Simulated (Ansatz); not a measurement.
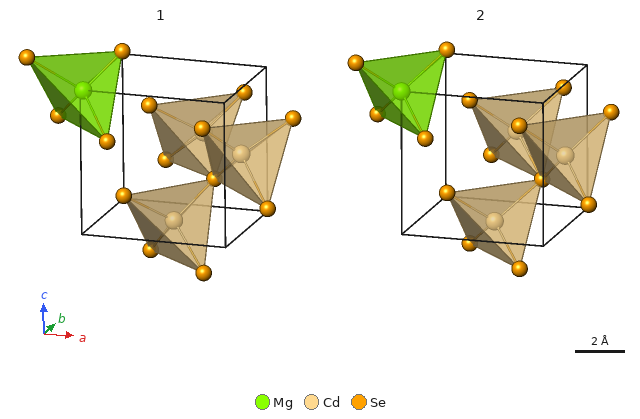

Two geometries of crystalline MgCd₃Se₄ (a generated structure, set up in P1) (coarse preliminary run), drawn at one scale. One is the start of a relaxation, the other its converged end. The picture is a polyhedral view of the cell of the calculation, seen slightly off an axis.

Computed with DFT PBE, scalar-relativistic, plane waves, PAW in Ansatz 0.2.0. Set-up: plane-wave cutoff 420 eV; k-point mesh 2 × 2 × 2; occupations gaussian; smearing width 0.1 eV; no spin polarisation; cell and atoms relaxed; force threshold 0.025 eV/Å; at most 60 steps.

> Which geometry has the lower energy?

Structure 2 is the relaxed one. A Cd atom moves most relative to the cell: 0.40 Å roughly along [−3 1 −1]. Largest moves by element: Cd 0.40 Å, Se 0.33 Å, Mg 0.21 Å. The drawn cell changes as follows: a 6.283 → 6.151 Å (−2.1 %), b 6.185 → 6.142 Å (−0.7 %), c 6.248 → 6.158 Å (−1.4 %), α 92.1° → 90.0°, β 90.3° → 90.0°, γ 92.0° → 90.1°; the volume changes by −4.0 %. Some distances before and after: Mg–Se 3.084 → 2.605 Å, Cd–Se 3.110 → 2.683 Å, Cd–Se 2.301 → 2.683 Å, Mg–Se 2.292 → 2.605 Å. Among the angles between lasting bonds that change: Se–Cd–Se 127.0° → 108.4°, Mg–Se–Cd 129.1° → 110.8°, Cd–Se–Cd 125.5° → 108.2°. The space group stays P1 (No. 1). After 4 accepted moves (5 points after the start) the energy has fallen by 2.268 eV per cell of the calculation. The largest force component goes from 2.8 to 0.0027 eV/Å. The pressure goes from 2.43 to −0.02 GPa. The SCF was repeated once at an unchanged geometry on a basis and grid sized afresh for the cell, which shifted the energy by 1.6 meV per cell of the calculation at most. Cost: 19 s on 4 threads of Arm Neoverse V1, with other jobs on the host, peak memory 0.77 GiB.
